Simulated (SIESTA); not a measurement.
Band structure of Tl (P6_3/mmc, 2 atoms in the cell).

```yaml
crystal:
  lattice:
    - [1.71651, -2.97308, 0.00000]
    - [1.71651, 2.97308, 0.00000]
    - [0.00000, 0.00000, 5.47694]
  atoms:
    - { symbol: Tl, position: [0.33333, 0.66667, 0.25000] }
    - { symbol: Tl, position: [0.66667, 0.33333, 0.75000] }
```

Computed with GGA PBE, numerical atomic orbitals DZP, PseudoDojo PBE standard norm-conserving potentials (rewritten from UPF to PSML) (SIESTA).

Settings: XC.functional = GGA; XC.authors = PBE; potentials = PseudoDojo PBE standard; PAO.BasisSize = DZP; PAO.EnergyShift = 0.005 Ry; MeshCutoff = 400 Ry; kgrid.MonkhorstPack = 8 8 4; OccupationFunction = MP; OccupationMPOrder = 0; ElectronicTemperature = 0.05 eV; MaxSCFIterations = 150; SCF.Mixer.Method = Pulay; SCF.Mixer.Weight = 0.25; SCF.Mixer.History = 8.

The starting cell has typed, rounded lattice constants, without a prior relaxation at this level. Its lattice was rescaled by a random factor within 2.5 % of one. Spin-orbit coupling is off. Values carry the incompleteness of an atom-centred basis.

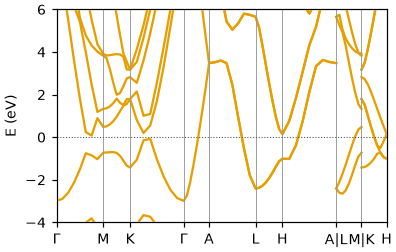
Figure. Bands along the path, energies from the Fermi level.

Levels in eV from the Fermi level, bands 10 to 15:
```tsv
point	10	11	12	13	14	15
Γ	-11.25	-10.28	-5.15	-2.99	8.20	8.20
M	-11.20	-5.89	-4.81	-0.72	0.48	1.33
K	-11.22	-4.69	-4.69	-1.42	1.79	1.79
A	-11.37	-8.81	-8.81	3.48	3.48	9.21
L	-11.22	-4.79	-4.79	-2.41	-2.41	5.65
H	-11.24	-4.12	-4.12	-1.01	-1.01	0.15
```

Bands cross the Fermi level along this path, so the cell is metallic at this level.

Higher empty bands are left out: an atom-centred basis made for the valence describes them poorly.
